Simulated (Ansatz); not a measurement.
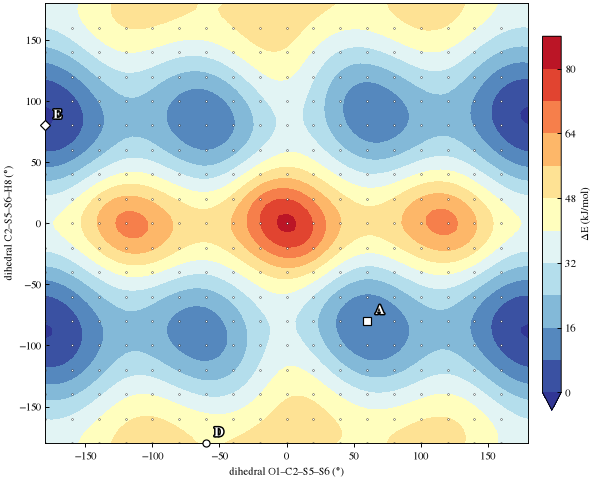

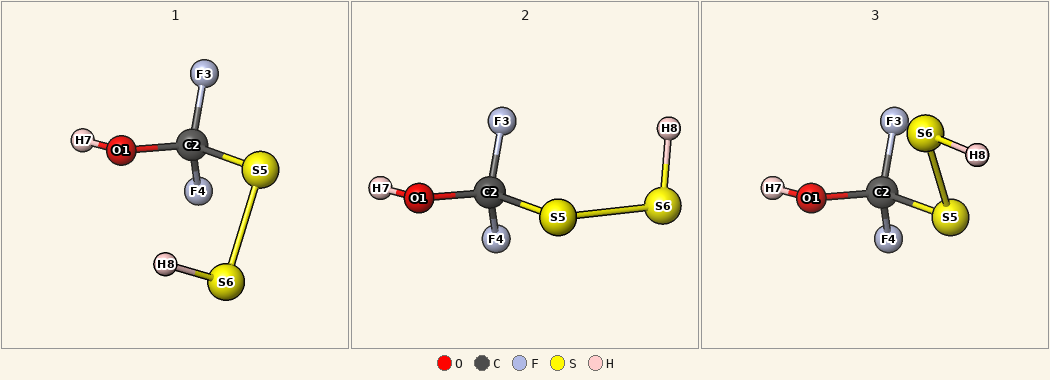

CH₂F₂OS₂, SMILES OC(F)(F)SS. Coordinates scanned: (1) dihedral O1–C2–S5–S6; (2) dihedral C2–S5–S6–H8. Nothing is relaxed (all other coordinates rigid). The grid has 18 × 18 points. Points are written as (first, second). Energies are in kJ/mol, from the lowest grid point. Level of theory: Ansatz 0.2.0, RHF/def2-SVP.

Drawn: filled contours, dots at the grid points, lettered points. Between grid points the surface is interpolated. The numbered pictures are the structures at these points, in random order.

**Which structure belongs to which point?**

A is structure 1: (60°, −80°), 8.4 kJ/mol; D is structure 3: (−60°, −180°), 47.6 kJ/mol; E is structure 2: (−180°, 80°), 0.0 kJ/mol.
